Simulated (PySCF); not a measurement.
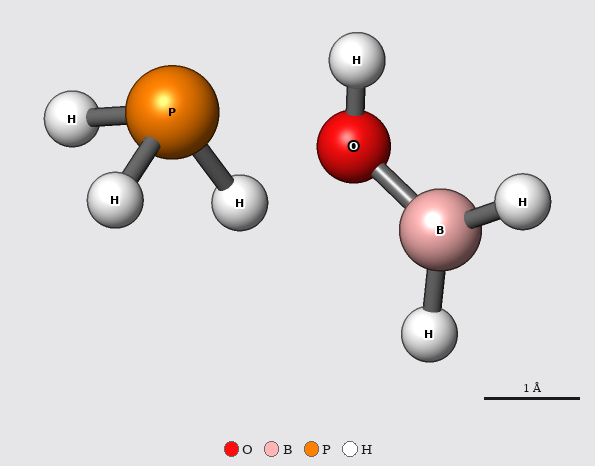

Figure 1. The input geometry (ball-and-stick view, seen at a tilt). Sticks are drawn by distance; a stretched bond gets none, so the picture shows separate pieces. Bond lengths as drawn: B–H 1.18 Å, B–O 1.34 Å, H–O 0.97 Å and H–P 1.37 to 1.41 Å.

# Geometry relaxation, with input and output: BPH6O (part 1 of 2)

The run: geometry relaxation of BPH6O. Method and program: PBE0-D3(BJ)/def2-SVP geometry optimisation, gas phase (PySCF 2.14.0).

It belongs to a series of runs on one base structure; here: H on B replaced by OH.

**The program's output**
```
step   0  E = -444.59823532  max force = 0.031236
step   1  E = -444.60703352  max force = 0.004018
step   2  E = -444.60863759  max force = 0.004359
step   3  E = -444.60911875  max force = 0.001195
step   4  E = -444.60919280  max force = 0.001482
step   5  E = -444.60924868  max force = 0.001303
step   6  E = -444.60926449  max force = 0.000599
step   7  E = -444.60930363  max force = 0.001862
step   8  E = -444.60933376  max force = 0.002409
step   9  E = -444.60951725  max force = 0.002906
step  10  E = -444.60956276  max force = 0.001238
step  11  E = -444.60960725  max force = 0.001145
step  12  E = -444.60964295  max force = 0.001491
step  13  E = -444.60974709  max force = 0.001409
step  14  E = -444.60978400  max force = 0.000743
step  15  E = -444.60992268  max force = 0.003801
step  16  E = -444.61025305  max force = 0.005919
step  17  E = -444.61077208  max force = 0.005832
step  18  E = -444.61101706  max force = 0.003292
step  19  E = -444.61113969  max force = 0.002643
step  20  E = -444.61122022  max force = 0.001483
step  21  E = -444.61148274  max force = 0.002957
step  22  E = -444.61166988  max force = 0.003426
step  23  E = -444.61184983  max force = 0.002731
step  24  E = -444.61221820  max force = 0.001636
step  25  E = -444.61237188  max force = 0.011070
step  26  E = -444.61285935  max force = 0.005978
step  27  E = -444.61310349  max force = 0.001538
step  28  E = -444.61343373  max force = 0.000642
step  29  E = -444.61367316  max force = 0.003144
step  30  E = -444.61388688  max force = 0.002576
step  31  E = -444.61395362  max force = 0.001958
step  32  E = -444.61403722  max force = 0.000595
step  33  E = -444.61405946  max force = 0.000358
step  34  E = -444.61407248  max force = 0.000363
optimisation converged
```

**Trajectory as extended XYZ (Å, eV, eV/Å), 35 frames, from step=0 to step=34**
```
9
Properties=species:S:1:pos:R:3:forces:R:3 step=0 energy=-12098.13421
O    -0.7591    0.1298    0.4704   -0.3849   0.2121   0.1666
B    -1.7906   -0.5280   -0.0717    0.3017   0.0831   0.0579
P     1.7443    0.4950    0.3480    0.7714   0.5778   1.6062
H    -0.9090    0.6539    1.2673   -0.1201  -0.1528  -0.0522
H    -1.5458   -1.1263   -1.0593    0.1269  -0.3881  -0.6158
H    -2.8670   -0.5217    0.4051   -0.7725   0.0916   0.4151
H     1.3994    1.0805   -0.8406   -0.4529   0.6569  -1.1324
H     1.6716   -0.7756   -0.1676   -0.1928  -1.1937  -0.3438
H     3.1140    0.5752    0.0418    0.7231   0.1130  -0.1017
9
Properties=species:S:1:pos:R:3:forces:R:3 step=1 energy=-12098.37362
O    -0.8534    0.1231    0.4725    0.1018   0.0767  -0.0643
B    -1.8701   -0.5480   -0.0823   -0.1047  -0.0454   0.0150
P     1.8663    0.5233    0.3701    0.2066   0.0450   0.0210
H    -1.0215    0.6294    1.2722   -0.1620  -0.0395   0.0809
H    -1.6083   -1.1540   -1.0894   -0.0263  -0.0770  -0.0992
H    -2.9700   -0.5391    0.4128   -0.1522   0.0126   0.0517
H     1.4476    1.1301   -0.8500   -0.0101   0.0256   0.0117
H     1.7289   -0.7989   -0.1419   -0.0100  -0.0164   0.0347
H     3.2479    0.5980    0.0236    0.1569   0.0185  -0.0516
9
Properties=species:S:1:pos:R:3:forces:R:3 step=2 energy=-12098.41727
O    -0.9252    0.1227    0.4692    0.2242   0.0409  -0.0249
B    -1.9327   -0.5628   -0.0895   -0.1028  -0.0107   0.0217
P     1.9677    0.5449    0.3768   -0.0363   0.0101   0.0108
H    -1.1146    0.6048    1.2806   -0.1271  -0.0390  -0.0082
H    -1.6684   -1.1734   -1.0987   -0.0330  -0.0005  -0.0044
H    -3.0358   -0.5547    0.4081   -0.0827  -0.0252   0.0061
H     1.4917    1.1443   -0.8281    0.0483   0.0179   0.0324
H     1.7751   -0.7806   -0.1152    0.0522   0.0215   0.0352
H     3.3388    0.6036   -0.0187    0.0572  -0.0151  -0.0688
9
Properties=species:S:1:pos:R:3:forces:R:3 step=3 energy=-12098.43036
O    -0.9584    0.1078    0.4612    0.0337   0.0098   0.0270
B    -1.9779   -0.5718   -0.0899   -0.0166  -0.0271  -0.0453
P     2.0247    0.5625    0.3843    0.0152   0.0066   0.0073
H    -1.1729    0.5808    1.2718   -0.0239   0.0075   0.0171
H    -1.7190   -1.1802   -1.1025   -0.0614  -0.0076   0.0024
H    -3.0831   -0.5629    0.4121    0.0181  -0.0020  -0.0054
H     1.5308    1.1616   -0.8123    0.0122  -0.0008   0.0038
H     1.8193   -0.7662   -0.0911    0.0132   0.0125   0.0070
H     3.3862    0.6047   -0.0525    0.0095   0.0011  -0.0139
9
Properties=species:S:1:pos:R:3:forces:R:3 step=4 energy=-12098.43237
O    -0.9806    0.0940    0.4620   -0.0161  -0.0513  -0.0656
B    -2.0029   -0.5804   -0.0967   -0.0762   0.0240   0.0744
P     2.0669    0.5775    0.3899    0.0304   0.0067   0.0034
H    -1.2153    0.5626    1.2706    0.0278  -0.0144  -0.0185
H    -1.7823   -1.1950   -1.1142    0.0631   0.0346   0.0165
H    -3.1021   -0.5622    0.4178   -0.0114  -0.0049  -0.0099
H     1.5588    1.1719   -0.8024   -0.0081  -0.0025  -0.0093
H     1.8525   -0.7531   -0.0744   -0.0055  -0.0015  -0.0027
H     3.4204    0.6099   -0.0742   -0.0039   0.0092   0.0117
9
Properties=species:S:1:pos:R:3:forces:R:3 step=5 energy=-12098.43389
O    -0.9882    0.0809    0.4541   -0.0670  -0.0122   0.0117
B    -2.0229   -0.5835   -0.0935    0.0327   0.0042  -0.0051
P     2.0808    0.5837    0.3915    0.0095   0.0011  -0.0059
H    -1.2106    0.5529    1.2642    0.0355  -0.0064  -0.0044
H    -1.7942   -1.1914   -1.1124   -0.0100  -0.0057  -0.0080
H    -3.1214   -0.5638    0.4216    0.0042   0.0110   0.0057
H     1.5662    1.1737   -0.8004   -0.0035   0.0011  -0.0059
H     1.8629   -0.7476   -0.0693    0.0007  -0.0019   0.0012
H     3.4320    0.6155   -0.0785   -0.0020   0.0088   0.0107
9
Properties=species:S:1:pos:R:3:forces:R:3 step=6 energy=-12098.43432
O    -0.9904    0.0722    0.4503   -0.0308  -0.0079   0.0099
B    -2.0308   -0.5854   -0.0933    0.0264   0.0036  -0.0088
P     2.0845    0.5874    0.3911   -0.0017   0.0002  -0.0057
H    -1.2014    0.5446    1.2630    0.0178  -0.0059  -0.0006
H    -1.8083   -1.1924   -1.1143   -0.0165  -0.0057  -0.0059
H    -3.1269   -0.5604    0.4264    0.0006   0.0078   0.0061
H     1.5684    1.1744   -0.8018    0.0006  -0.0008  -0.0036
H     1.8693   -0.7453   -0.0672    0.0044   0.0009   0.0007
H     3.4360    0.6221   -0.0773   -0.0008   0.0077   0.0079
9
Properties=species:S:1:pos:R:3:forces:R:3 step=7 energy=-12098.43539
O    -0.9990    0.0206    0.4301    0.0958   0.0129  -0.0070
B    -2.0734   -0.5946   -0.0921   -0.0192  -0.0127  -0.0055
P     2.1044    0.6089    0.3886   -0.0335  -0.0016  -0.0006
H    -1.1578    0.4919    1.2545   -0.0349  -0.0032   0.0141
H    -1.8964   -1.1978   -1.1248   -0.0242   0.0027   0.0021
H    -3.1536   -0.5382    0.4571   -0.0090   0.0004   0.0011
H     1.5833    1.1767   -0.8118    0.0110  -0.0069  -0.0018
H     1.9103   -0.7317   -0.0562    0.0145   0.0044  -0.0042
H     3.4581    0.6620   -0.0700   -0.0004   0.0040   0.0020
9
Properties=species:S:1:pos:R:3:forces:R:3 step=8 energy=-12098.43621
O    -0.9979   -0.0095    0.4184    0.1239   0.0080  -0.0138
B    -2.0932   -0.5990   -0.0891   -0.0436   0.0040  -0.0106
P     2.1080    0.6194    0.3855   -0.0375  -0.0022   0.0012
H    -1.1303    0.4587    1.2490   -0.0439  -0.0006   0.0167
H    -1.9488   -1.1974   -1.1299   -0.0162   0.0016   0.0098
H    -3.1628   -0.5213    0.4782   -0.0075  -0.0085   0.0036
H     1.5901    1.1743   -0.8223    0.0110  -0.0082  -0.0031
H     1.9353   -0.7259   -0.0535    0.0149   0.0027  -0.0062
H     3.4650    0.6884   -0.0603   -0.0011   0.0032   0.0025
9
Properties=species:S:1:pos:R:3:forces:R:3 step=9 energy=-12098.44120
O    -0.9834   -0.1179    0.3718    0.1495  -0.0208  -0.0605
B    -2.1536   -0.6001   -0.0777   -0.0742  -0.0330   0.0414
P     2.0988    0.6495    0.3689   -0.0377  -0.0006   0.0051
H    -1.0208    0.3300    1.2231   -0.0515   0.0200   0.0164
H    -2.1322   -1.1847   -1.1364    0.0063   0.0339   0.0077
H    -3.1735   -0.4557    0.5644   -0.0067   0.0040  -0.0051
H     1.6092    1.1542   -0.8719    0.0073  -0.0067  -0.0045
H     2.0251   -0.7106   -0.0514    0.0122  -0.0012  -0.0087
H     3.4698    0.7910   -0.0110   -0.0051   0.0043   0.0081
9
Properties=species:S:1:pos:R:3:forces:R:3 step=10 energy=-12098.44244
O    -0.9730   -0.1259    0.3668    0.0368  -0.0026   0.0214
B    -2.1507   -0.6041   -0.0705   -0.0175   0.0369  -0.0636
P     2.0883    0.6473    0.3682   -0.0100  -0.0032  -0.0003
H    -1.0143    0.3315    1.2135    0.0005   0.0044   0.0174
H    -2.1315   -1.1758   -1.1352   -0.0281  -0.0259   0.0084
H    -3.1701   -0.4499    0.5704    0.0234  -0.0113   0.0159
H     1.6070    1.1507   -0.8759   -0.0011  -0.0048  -0.0095
H     2.0271   -0.7125   -0.0545    0.0039  -0.0037  -0.0066
H     3.4613    0.7952   -0.0033   -0.0080   0.0101   0.0169
9
Properties=species:S:1:pos:R:3:forces:R:3 step=11 energy=-12098.44365
O    -0.9594   -0.1315    0.3625   -0.0589   0.0144   0.0089
B    -2.1441   -0.5986   -0.0725    0.0139  -0.0080   0.0010
P     2.0740    0.6440    0.3668    0.0124  -0.0035  -0.0053
H    -1.0057    0.3290    1.2081    0.0378  -0.0168  -0.0103
H    -2.1430   -1.1756   -1.1340    0.0030  -0.0062  -0.0085
H    -3.1553   -0.4427    0.5804    0.0079   0.0146   0.0061
H     1.6036    1.1451   -0.8823   -0.0059  -0.0029  -0.0102
H     2.0304   -0.7154   -0.0591   -0.0011  -0.0046  -0.0032
H     3.4499    0.8033    0.0095   -0.0091   0.0131   0.0215
9
Properties=species:S:1:pos:R:3:forces:R:3 step=12 energy=-12098.44462
O    -0.9521   -0.1357    0.3534   -0.0767   0.0031   0.0096
B    -2.1433   -0.5964   -0.0718    0.0335  -0.0096   0.0094
P     2.0628    0.6413    0.3650    0.0078  -0.0013  -0.0098
H    -0.9882    0.3226    1.2010    0.0375  -0.0145  -0.0205
H    -2.1542   -1.1754   -1.1323    0.0018   0.0022  -0.0062
H    -3.1469   -0.4343    0.5906    0.0000   0.0135   0.0045
H     1.6005    1.1390   -0.8888   -0.0008  -0.0022  -0.0030
H     2.0354   -0.7181   -0.0627    0.0037  -0.0009  -0.0004
H     3.4410    0.8147    0.0243   -0.0067   0.0097   0.0163
9
Properties=species:S:1:pos:R:3:forces:R:3 step=13 energy=-12098.44746
O    -0.9254   -0.1670    0.3076   -0.0724  -0.0336  -0.0040
B    -2.1473   -0.5907   -0.0650    0.0592   0.0104   0.0282
P     2.0138    0.6308    0.3554    0.0037   0.0063  -0.0089
H    -0.8997    0.2876    1.1576    0.0095  -0.0051  -0.0278
H    -2.2203   -1.1707   -1.1231   -0.0088   0.0119   0.0025
H    -3.1124   -0.3934    0.6422   -0.0273  -0.0011  -0.0014
H     1.5939    1.1122   -0.9198    0.0125   0.0033   0.0094
H     2.0701   -0.7268   -0.0764    0.0138   0.0078   0.0071
H     3.3982    0.8727    0.0960    0.0098   0.0001  -0.0052
9
Properties=species:S:1:pos:R:3:forces:R:3 step=14 energy=-12098.44846
O    -0.9277   -0.1815    0.2950   -0.0234  -0.0226  -0.0066
B    -2.1579   -0.5910   -0.0622    0.0382  -0.0065   0.0208
P     2.0114    0.6322    0.3533   -0.0043   0.0048  -0.0049
H    -0.8805    0.2738    1.1434   -0.0064   0.0001  -0.0122
H    -2.2461   -1.1703   -1.1196   -0.0229   0.0115   0.0017
H    -3.1134   -0.3849    0.6558   -0.0226   0.0015  -0.0047
H     1.5997    1.1091   -0.9261    0.0143   0.0033   0.0080
H     2.0855   -0.7251   -0.0767    0.0143   0.0084   0.0060
H     3.3959    0.8884    0.1100    0.0127  -0.0005  -0.0082
9
Properties=species:S:1:pos:R:3:forces:R:3 step=15 energy=-12098.45223
O    -0.9433   -0.2713    0.2235    0.1955  -0.0395  -0.0852
B    -2.2152   -0.6023   -0.0429   -0.1276   0.0700   0.0086
P     2.0020    0.6418    0.3398   -0.0251  -0.0007   0.0154
H    -0.7869    0.1873    1.0558   -0.0624   0.0093   0.0506
H    -2.4196   -1.1614   -1.0954   -0.0048  -0.0246   0.0194
H    -3.1059   -0.3309    0.7357   -0.0125  -0.0238   0.0059
H     1.6435    1.0933   -0.9638    0.0119   0.0037  -0.0051
H     2.1822   -0.7099   -0.0756    0.0093   0.0042  -0.0009
H     3.3810    0.9793    0.1888    0.0157   0.0015  -0.0086
9
Properties=species:S:1:pos:R:3:forces:R:3 step=16 energy=-12098.46122
O    -0.9884   -0.4715    0.0479    0.3044  -0.0458  -0.1714
B    -2.3186   -0.5980    0.0058   -0.2246   0.0208   0.0154
P     1.9662    0.6464    0.2989   -0.0315  -0.0186   0.0322
H    -0.6086   -0.0402    0.8207   -0.0561   0.0633   0.1523
H    -2.7666   -1.1101   -0.9937   -0.0596  -0.0294   0.0145
H    -3.0280   -0.2141    0.9152    0.0376  -0.0010  -0.0105
H     1.7513    1.0549   -1.0483    0.0087   0.0073  -0.0225
H     2.3926   -0.6652   -0.0606    0.0106  -0.0045  -0.0149
H     3.2900    1.1727    0.3639    0.0106   0.0079   0.0048
9
Properties=species:S:1:pos:R:3:forces:R:3 step=17 energy=-12098.47535
O    -1.0911   -0.6984   -0.1659    0.2999  -0.1249  -0.2491
B    -2.4005   -0.5859    0.0705   -0.2266   0.0930   0.0837
P     1.9312    0.6243    0.2313   -0.0710  -0.0653   0.0268
H    -0.4858   -0.3406    0.4954   -0.0579   0.0972   0.1576
H    -3.1331   -0.9925   -0.8022   -0.0454  -0.0350   0.0282
H    -2.8300   -0.0945    1.0967    0.0415  -0.0021  -0.0148
H     1.9117    1.0162   -1.1372    0.0196   0.0163  -0.0220
H     2.6442   -0.5852   -0.0143    0.0341   0.0038  -0.0222
H     3.0972    1.3757    0.5552    0.0058   0.0170   0.0116
9
Properties=species:S:1:pos:R:3:forces:R:3 step=18 energy=-12098.48201
O    -1.0776   -0.6893   -0.1732    0.0796  -0.0644  -0.1681
B    -2.3927   -0.5811    0.0585   -0.1050   0.0032   0.1693
P     1.9239    0.6082    0.2283   -0.0049  -0.0140   0.0053
H    -0.5025   -0.3186    0.5104   -0.0337   0.0395   0.0241
H    -3.1508   -1.0017   -0.7869    0.0727  -0.0083  -0.0267
H    -2.8052   -0.0923    1.0914   -0.0081   0.0462  -0.0022
H     1.9139    1.0159   -1.1370    0.0005   0.0019  -0.0002
H     2.6561   -0.5881   -0.0247    0.0214  -0.0028  -0.0184
H     3.0811    1.3717    0.5638   -0.0225  -0.0013   0.0169
9
Properties=species:S:1:pos:R:3:forces:R:3 step=19 energy=-12098.48535
O    -1.0760   -0.6846   -0.1910   -0.0755   0.0627   0.1359
B    -2.3900   -0.5797    0.0711    0.0181  -0.0371  -0.1181
P     1.9167    0.5877    0.2255    0.0444   0.0199  -0.0172
H    -0.5142   -0.2962    0.4960    0.0598  -0.0192  -0.0671
H    -3.1406   -1.0109   -0.7752   -0.0252  -0.0121   0.0399
H    -2.7943   -0.0752    1.0995    0.0233   0.0115  -0.0006
H     1.9146    1.0158   -1.1347   -0.0129  -0.0072   0.0165
H     2.6730   -0.5912   -0.0393    0.0081  -0.0053  -0.0103
H     3.0597    1.3664    0.5787   -0.0401  -0.0133   0.0210
```
